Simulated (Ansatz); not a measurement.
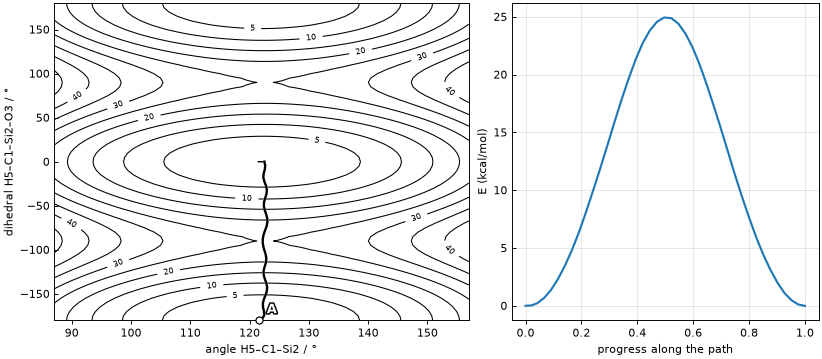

CH₂FOSi, SMILES [CH2-][Si](=O)F, charge −1. 
- The first coordinate is: angle H5–C1–Si2; the second: dihedral H5–C1–Si2–O3.
- Nothing is relaxed (all other coordinates rigid).
- Grid: 15 × 15 points; 120 points were computed and 105 follow by symmetry.
- Points are written as (first, second).
- All energies are given in kcal/mol relative to the lowest grid point.
- All numbers below come from RHF/def2-SVPD in Ansatz.

The picture shows contour lines labelled in kcal/mol, a line along the lowest path, the energy along the path at the right, the start A. Between grid points the surface is interpolated.

Q: Describe the path and its barrier.

A: The easiest path leads from the well at (122°, −180°) to a well of about the same depth at about (122°, 0°). Its highest point lies about 25 kcal/mol above the bottom of the first well on the interpolated surface, at about (122°, −90°). The start is the relaxed structure and all else is held, so a fully relaxed path at this level can only be lower.
